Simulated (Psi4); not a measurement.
# S2F2 (SMILES FS(F)=S): TPSS/def2-SVPD

Aim: the vertical ionisation energy of S2F2 at TPSS/def2-SVPD, from 2 runs. The job is set up through a Python script.

The results are computed with Psi4 1.11.

1 further run of the same task is left out (set aside as unsound or not needed).

## (1) The molecule

S2F2 has 4 atoms, charge 0, and is taken as a singlet. SMILES: `FS(F)=S`. Geometry: relaxed at PBE0-D4/def2-TZVP.

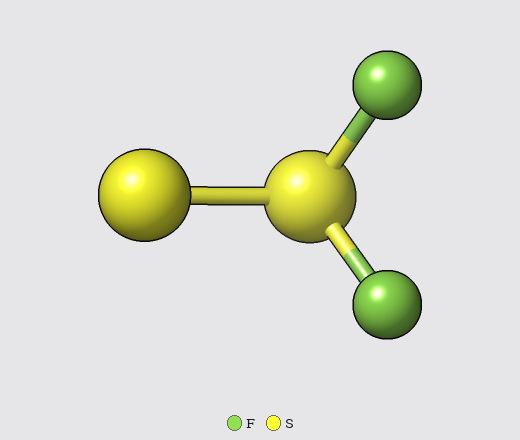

Viewed from a chosen angle; fluorine green, sulfur yellow.

## (2) Energy and gradient at TPSS/def2-SVPD

Contents of f2s2.py:

```python
import psi4

psi4.set_memory(2200000000)
psi4.set_num_threads(1)
psi4.core.set_output_file('output.dat', False)

mol = psi4.geometry("""
0 1
F      0.734930     0.336790     1.199050
S     -0.480890    -0.090070     0.240730
F      0.313460    -1.382440    -0.286190
S     -0.567510     1.135710    -1.153590
symmetry c1
no_reorient
no_com
""")

options = {'basis': 'def2-SVPD', 'puream': True, 'e_convergence': 1e-09, 'd_convergence': 1e-08, 'scf_type': 'pk', 'dft_radial_points': 99, 'dft_spherical_points': 590}
psi4.set_options(options)

e, wfn = psi4.gradient('tpss', molecule=mol, return_wfn=True)
psi4.oeprop(wfn, 'WIBERG_LOWDIN_INDICES', 'MAYER_INDICES', 'MULLIKEN_CHARGES')
print('gradient / Eh bohr^-1')
print(e.np.round(6))
print(f'energy = {wfn.energy():.10f} Eh')
for k, v in sorted(psi4.core.scalar_variables().items()):
    print(f'{k:45s} {v:18.10f}')
```

Command:

```sh
$ python f2s2.py
```

output.dat:

```text
[...]
  Running in c1 symmetry.
[...]
  Nuclear repulsion =  240.671041710624763
[...]
  Multiplicity = 1
[...]
  Nalpha       = 25
  Nbeta        = 25
[...]
    Number of basis functions: 100
[...]
   @RKS iter   1:  -995.58502345381964    2.77674e-01   5.33238e-03 ADIIS/DIIS
[...]
   @RKS iter  12:  -995.70336236069079   -4.20641e-11   8.54487e-09 DIIS
[...]
    Orbital Energies [Eh]
    ---------------------
    Doubly Occupied:
       1A    -88.568233     2A    -88.375721     3A    -24.479646
       4A    -24.479619     5A     -7.944645     6A     -7.776348
       7A     -5.932267     8A     -5.931231     9A     -5.921048
      10A     -5.764417    11A     -5.756765    12A     -5.753984
      13A     -1.197500    14A     -1.143374    15A     -0.816117
      16A     -0.635093    17A     -0.540587    18A     -0.499704
      19A     -0.475418    20A     -0.428085    21A     -0.419670
      22A     -0.399389    23A     -0.333766    24A     -0.289585
      25A     -0.264637
[...]
  @RKS Final Energy:  -995.70336236069079
   => Energetics <=
    Nuclear Repulsion Energy =            240.6710417106247633
    One-Electron Energy =               -1855.2268552500402166
    Two-Electron Energy =                 691.1751866538675131
    DFT Exchange-Correlation Energy =     -72.3227354751430198
    Empirical Dispersion Energy =           0.0000000000000000
    VV10 Nonlocal Energy =                  0.0000000000000000
    Total Energy =                       -995.7033623606907895
[...]
 Multipole Moments:
 ------------------------------------------------------------------------------------
     Multipole            Electronic (a.u.)      Nuclear  (a.u.)        Total (a.u.)
 ------------------------------------------------------------------------------------
 L = 1.  Multiply by 2.5417464519 to convert [e a0] to [Debye]
 Dipole X            :         13.5266077          -13.8684922           -0.3418844
 Dipole Y            :        -13.8341605           13.8316425           -0.0025180
 Dipole Z            :         12.1753652          -12.0753877            0.0999775
 Magnitude           :                                                    0.3562117
[...]
  -Total Gradient:
     Atom            X                  Y                   Z
    ------   -----------------  -----------------  -----------------
       1       -0.030912334703    -0.011419757565    -0.024822114954
       2        0.049512472825    -0.003093596723    -0.010459784284
       3       -0.019931065511     0.033349292536     0.013856509750
       4        0.001380055541    -0.018863127747     0.021442945475
[...]
  Mulliken Charges: (a.u.)
   Center  Symbol    Alpha    Beta     Spin     Total
       1     F     4.65796  4.65796  0.00000 -0.31593
       2     S     7.61082  7.61082  0.00000  0.77835
       3     F     4.65797  4.65797  0.00000 -0.31593
       4     S     8.07325  8.07325  0.00000 -0.14649
   Total alpha = 25.00000, Total beta = 25.00000, Total charge = -0.00000
  Mayer Bond Indices:
[...]
```

Standard output:

```text
gradient / Eh bohr^-1
[[-0.030912 -0.01142  -0.024822]
 [ 0.049512 -0.003094 -0.01046 ]
 [-0.019931  0.033349  0.013857]
 [ 0.00138  -0.018863  0.021443]]
energy = -995.7033623607 Eh
CURRENT ENERGY                                   -995.7033623607
CURRENT REFERENCE ENERGY                         -995.7033623607
DD SOLVATION ENERGY                                 0.0000000000
DFT FUNCTIONAL TOTAL ENERGY                      -995.7033623607
DFT TOTAL ENERGY                                 -995.7033623607
DFT VV10 ENERGY                                     0.0000000000
DFT XC ENERGY                                     -72.3227354751
GRID ELECTRONS ALPHA                               24.9999981180
GRID ELECTRONS BETA                                24.9999981180
GRID ELECTRONS TOTAL                               49.9999962360
NUCLEAR REPULSION ENERGY                          240.6710417106
ONE-ELECTRON ENERGY                             -1855.2268552500
PCM POLARIZATION ENERGY                             0.0000000000
PE ENERGY                                           0.0000000000
SCF ITERATION ENERGY                             -995.7033623607
SCF ITERATIONS                                     12.0000000000
SCF TOTAL ENERGY                                 -995.7033623607
TWO-ELECTRON ENERGY                               691.1751866539
XC GRID RADIAL POINTS                              99.0000000000
XC GRID SPHERICAL POINTS                          590.0000000000
XC GRID TOTAL POINTS                           226780.0000000000
```

It took 74 s on 1 thread of Intel Xeon Platinum 8175M at 2.50GHz (Skylake/Cascade Lake), shared host; peak memory 1.1 GiB.

## (3) The doublet cation at the same level

Contents of job.py:

```python
import psi4

psi4.set_memory(2200000000)
psi4.set_num_threads(1)
psi4.set_output_file('f2s2.out', False)

mol = psi4.geometry("""
1 2
F      1.38881642     0.63644086     2.26587611
S     -0.90875040    -0.17020763     0.45491377
F      0.59235355    -2.61243298    -0.54082072
S     -1.07243847     2.14618086    -2.17996916
units au
symmetry c1
no_reorient
no_com
""")

psi4.set_options({
    'basis': 'def2-SVPD',
    'reference': 'uks',
    'puream': True,
    'e_convergence': 1e-09,
    'd_convergence': 1e-08,
    'scf_type': 'pk',
    'dft_radial_points': 99,
    'dft_spherical_points': 590,
    'maxiter': 100,
})

E, wfn = psi4.gradient("tpss", molecule=mol, return_wfn=True)
psi4.oeprop(wfn, "WIBERG_LOWDIN_INDICES", "LOWDIN_CHARGES", "QUADRUPOLE")
print('gradient / Eh bohr^-1')
print(E.np.round(6))
print(f'energy = {wfn.energy():.10f} Eh')
```

Command:

```sh
$ python job.py
```

f2s2.out, shortened:

```text
[...]
  Running in c1 symmetry.
[...]
  Nuclear repulsion =  240.671041810069113
[...]
  Multiplicity = 2
[...]
  Nalpha       = 25
  Nbeta        = 24
[...]
    Number of basis functions: 100
[...]
   @UKS iter   1:  -995.22834777207686    6.34349e-01   4.67372e-03 DIIS/ADIIS
[...]
   @UKS iter  14:  -995.31438476745234   -4.54747e-13   3.35628e-09 DIIS
[...]
   @S^2 Observed:                7.552897267E-01
[...]
  @UKS Final Energy:  -995.31438476745234
   => Energetics <=
    Nuclear Repulsion Energy =            240.6710418100691129
    One-Electron Energy =               -1841.6126382089289564
    Two-Electron Energy =                 677.6093714765053164
    DFT Exchange-Correlation Energy =     -71.9821598450977120
    Empirical Dispersion Energy =           0.0000000000000000
    VV10 Nonlocal Energy =                  0.0000000000000000
    Total Energy =                       -995.3143847674523386
[...]
  -Total Gradient:
     Atom            X                  Y                   Z
    ------   -----------------  -----------------  -----------------
       1        0.000243421114    -0.004257869751    -0.007960706351
       2       -0.010448240315     0.034253609125    -0.036675696104
       3        0.003253623628     0.007997790488     0.002629821768
       4        0.007000273800    -0.038020420495     0.042023800273
[...]
 Multipole Moments:
 ------------------------------------------------------------------------------------
     Multipole            Electronic (a.u.)      Nuclear  (a.u.)        Total (a.u.)
 ------------------------------------------------------------------------------------
 L = 1.  Multiply by 2.5417464519 to convert [e a0] to [Debye]
 Dipole X            :         12.8738530          -13.8684922           -0.9946392
 Dipole Y            :        -12.9415146           13.8316426            0.8901280
 Dipole Z            :         11.3273139          -12.0753877           -0.7480738
 Magnitude           :                                                    1.5301141
 L = 2.  Multiply by 1.3450342976 to convert [e a0^2] to [Debye ang]
 Quadrupole XX       :        -73.9826238           52.1324690          -21.8501548
 Quadrupole XY       :         39.3296735          -40.3237906           -0.9941171
[...]
```

The script printed:

```text
gradient / Eh bohr^-1
[[ 0.000243 -0.004258 -0.007961]
 [-0.010448  0.034254 -0.036676]
 [ 0.003254  0.007998  0.00263 ]
 [ 0.007    -0.03802   0.042024]]
energy = -995.3143847675 Eh
```

Run time: 2 min. Hardware: 1 thread of Intel Xeon Platinum 8175M at 2.50GHz (Skylake/Cascade Lake), shared host; peak memory 1.1 GiB.

## (4) Outcome

Level: TPSS/def2-SVPD.

| quantity | value |
| --- | --- |
| singlet S2F2: total energy | -995.70336 Eh |
| singlet S2F2: dipole moment | 0.91 D |
| singlet S2F2: HOMO energy | -7.20 eV |
| singlet S2F2: LUMO energy | -3.18 eV |
| singlet S2F2: HOMO–LUMO gap | 4.03 eV |
| singlet S2F2: largest force on an atom | 2.607 eV/Å |
| doublet cation: total energy | -995.31438 Eh |
| doublet cation: HOMO energy (highest over α and β) | -15.06 eV |
| doublet cation: LUMO energy (lowest over α and β) | -13.94 eV |
| doublet cation: ⟨S²⟩ | 0.755 |
| doublet cation: largest force on an atom | 2.936 eV/Å |
| vertical ionisation energy (to the doublet cation) | 10.585 eV |

**Reading.** Removing an electron at fixed nuclei costs 10.58 eV (244 kcal/mol). The largest force (singlet S2F2) is 2.61 eV/Å: the shape isn't a stationary point for this species at this level. The negative HOMO energy of the first species, 7.20 eV, lies 3.38 eV below that difference.
